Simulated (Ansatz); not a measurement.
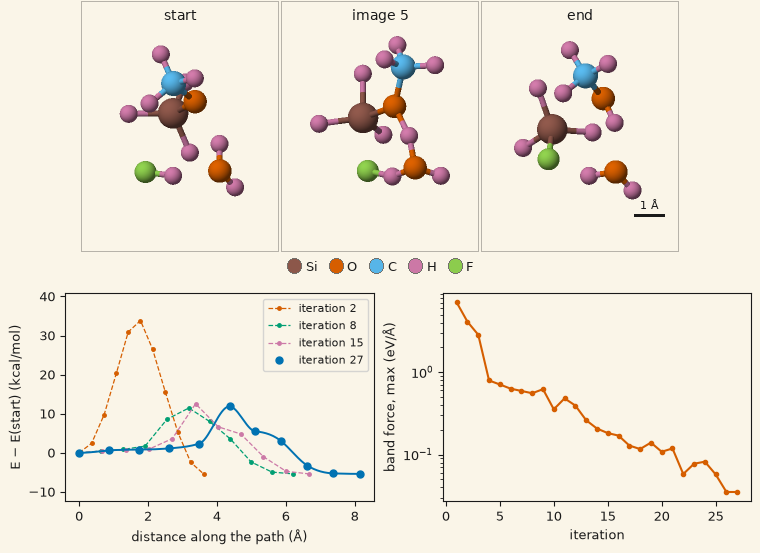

A search for the minimum-energy path of CH9FO2Si by the nudged elastic band. Images are numbered from 0 (start) to 10 (end). The plot follows the band through its iterations. A ball-and-stick model, seen from a free direction.

Theory: Ansatz 0.2.0, RKS B3LYP-D4/def2-SVP.

Input
```yaml
crystal:
  periodic: [false, false, false]
  atoms:
    - { symbol: Si, position_ang: [-0.068937, -0.500131, 1.58063] }
    - { symbol: O, position_ang: [0.679865, -0.54362, 0.064278] }
    - { symbol: C, position_ang: [0.163377, -1.309221, -1.021177] }
    - { symbol: H, position_ang: [0.026626, 0.901715, 2.065301] }
    - { symbol: H, position_ang: [-1.468159, -0.990653, 1.508224] }
    - { symbol: H, position_ang: [0.703986, -1.373851, 2.511607] }
    - { symbol: H, position_ang: [-0.902524, 1.558904, -0.640516] }
    - { symbol: F, position_ang: [-1.708351, 1.112435, -0.36064] }
    - { symbol: H, position_ang: [0.924754, 1.090126, -0.567208] }
    - { symbol: O, position_ang: [0.606149, 1.956828, -0.911788] }
    - { symbol: H, position_ang: [0.112296, -2.382737, -0.769026] }
    - { symbol: H, position_ang: [-0.837977, -0.945213, -1.301504] }
    - { symbol: H, position_ang: [0.843193, -1.18995, -1.878276] }
    - { symbol: H, position_ang: [0.925703, 2.615172, -0.280005] }
basis:
  gaussian: { orbitals: def2-SVP }
hamiltonian:
  xc: b3lyp
  dispersion: d4
neb:
  order_check: false
  images: 9
  f_tol: 0.05
  max_iterations: 60
  initial_path: linear
  final_atoms:
    - { symbol: Si, position_ang: [-0.69098356, -0.20717937, 1.82274417] }
    - { symbol: O, position_ang: [0.96221739, -0.37932778, -0.24388666] }
    - { symbol: C, position_ang: [0.57107175, -1.29013426, -1.24638809] }
    - { symbol: H, position_ang: [0.57457044, 0.43702687, 2.24618836] }
    - { symbol: H, position_ang: [-1.66206114, -0.08001737, 2.95333531] }
    - { symbol: H, position_ang: [-0.60706969, -1.64329278, 1.4712393] }
    - { symbol: H, position_ang: [-0.63844214, 1.77448987, -0.64119267] }
    - { symbol: F, position_ang: [-1.43280141, 0.67560541, 0.62989367] }
    - { symbol: H, position_ang: [0.90108422, 0.52416416, -0.62508536] }
    - { symbol: O, position_ang: [0.15057563, 2.04468729, -1.14488375] }
    - { symbol: H, position_ang: [0.53238977, -2.29809416, -0.80332151] }
    - { symbol: H, position_ang: [-0.4311348, -1.06229574, -1.65875231] }
    - { symbol: H, position_ang: [1.29062951, -1.31862541, -2.08661693] }
    - { symbol: H, position_ang: [0.47995503, 2.82279728, -0.67337354] }
```

Launched with:
```bash
ansatz run input.yaml --threads 4 --pin off --max-ram 5120MiB --backend cpu --events-out ev --progress --plain --runs-dir out
```

Did the band converge, and can the barrier be trusted?

Answer. The run is converged, with reservations. The band converged in 27 iterations. The largest component of the band force went from 7 to 0.035 eV/Å. The climbing image converged on the top of the path. Its curvatures weren't checked. The straight starting path can push atoms close together and costs iterations. The first iteration put the highest image at 89.5 kcal/mol. Forward barrier 11.9 kcal/mol, backward barrier 17.3 kcal/mol, with image 5 at the top; the reaction energy is −5.4 kcal/mol.

The run took of the order of 40 core-minutes on a shared host.
